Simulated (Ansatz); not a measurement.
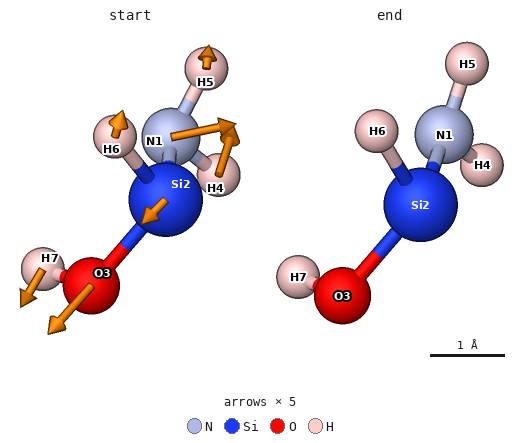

The structure of SiNH₄O (multiplicity 2) (coarse preliminary run) before (left) and after (right) a relaxation, at one scale. The orange arrows give the displacements, 5 times their true length.

Style: ball-and-stick. Shown from a free direction.

The start comes from a force field.

These are results of Ansatz 0.2.0, UKS PBE-D4/def2-SVP, not measurements. (force threshold 0.03 eV/Å; at most 200 steps)

### Summarise the run.

The atom that moves furthest after the best rigid fit is O3 (0.20 Å). By element the largest moves are O 0.20 Å, N 0.18 Å, H 0.18 Å, Si 0.10 Å. Some distances before and after: N1–Si2 1.651 → 1.756 Å, Si2–H6 1.459 → 1.523 Å, Si2–O3 1.630 → 1.689 Å, N1–H4 1.076 → 1.025 Å. Bond angles that change, for instance: Si2–N1–H4 108.9° → 119.5°, N1–Si2–O3 98.1° → 108.3°, Si2–N1–H5 110.5° → 117.4°. After 5 accepted moves (7 points after the start) the energy has fallen by 14.2 kcal/mol. Largest force component: 3.2 eV/Å at the start, 0.021 eV/Å at the end. The line search rejected the trial steps at points 4, 6 of the run. The run took of the order of 16 core-seconds on a shared host.
